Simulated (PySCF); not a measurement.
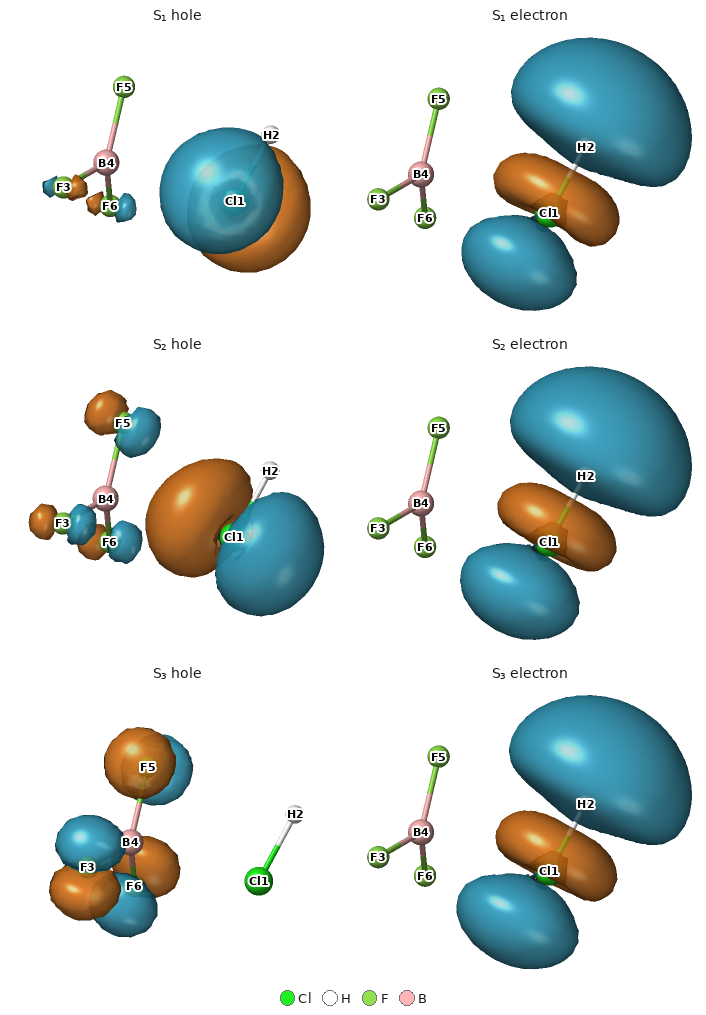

Figure. BClF₃H, SMILES `Cl.FB(F)F`. Leading natural transition orbitals (TDA singlet states).

PySCF calculation, B3LYP/def2-SVP, gas phase; geometry: GFN2-xTB. The pair's geometry is semi-empirical, so its contact may be too short or too long. GFN2-xTB bond lengths at metals and heavier atoms can be off by up to 0.1 Å and shapes distorted, which carries into these values. Without diffuse functions Rydberg states are missing, so the states' numbers hold for this basis only.

Geometry (Å), atoms numbered from 1:

```
Cl1      1.6309   -0.1117   -0.0027
H2       1.9111    1.1410    0.0115
F3      -0.9968   -0.7283    1.0671
B4      -0.8122    0.0128    0.0008
F5      -0.8548    1.3230    0.1220
F6      -0.9902   -0.5176   -1.1857
```

> Describe these excited states.

By state:
- S₁: 8.13 eV (153 nm), f = 0.001 (very weak); the leading pair carries 100 %; hole on Cl1 (92 %), electron on H2 (54 %) and Cl1 (43 %); their centroids lie 1.1 Å apart.
- S₂: 8.34 eV (149 nm), f = 0.005; the leading pair carries 100 %; hole on Cl1 (82 %) and F5 (5 %), electron on H2 (54 %) and Cl1 (43 %); their centroids lie 1.1 Å apart.
- S₃: 9.80 eV (127 nm), f = 0.000 (very weak), charge transfer, whose energy this functional puts too low; the leading pair carries 100 %; hole on F5 (34 %) and F3 and F6 (31 % each), electron on H2 (53 %) and Cl1 (42 %); their centroids lie 2.9 Å apart.
